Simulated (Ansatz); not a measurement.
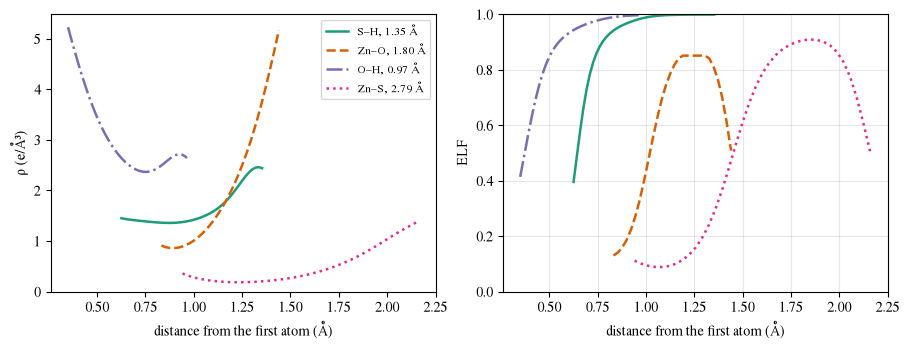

Figure. H2O2Zn···H2S. Electron density and ELF along straight lines between neighbouring atoms. The curves leave out the atomic cores.

Level of theory: RKS B3LYP-D4/def2-mTZVP in Ansatz 0.2.0.

```xyz
8

Zn   -0.1236   -0.2459    0.1671
O    -0.3423   -0.0343    1.9571
H    -1.2343    0.2069    2.2360
O    -0.3554   -0.4262   -1.6090
H     0.4796   -0.4225   -2.0937
S     2.5230   -0.7000    0.9235
H     2.4276   -2.0482    0.9947
H     1.8909   -0.5128    2.1082
```

Compare the contacts.

Answer. S–H (1.35 Å): the density is about 1.4 e/Å³ at the midpoint; the ELF climbs to about 1 towards the hydrogen, as it does in any bond to H.
Zn–O (1.80 Å): ρ is about 0.86 e/Å³ halfway; the ELF peaks at about 0.85 in the valence shell of O, 0.6 Å from its nucleus, and is about 0.20 at the midpoint.
O–H (0.97 Å): ρ is about 3.6 e/Å³ halfway; the ELF climbs to about 1 towards the hydrogen; an ordinary covalent bond to hydrogen.
Zn1···S6 (2.79 Å): the density falls to about 0.19 e/Å³ on the way; the ELF dips to about 0.10 between them.
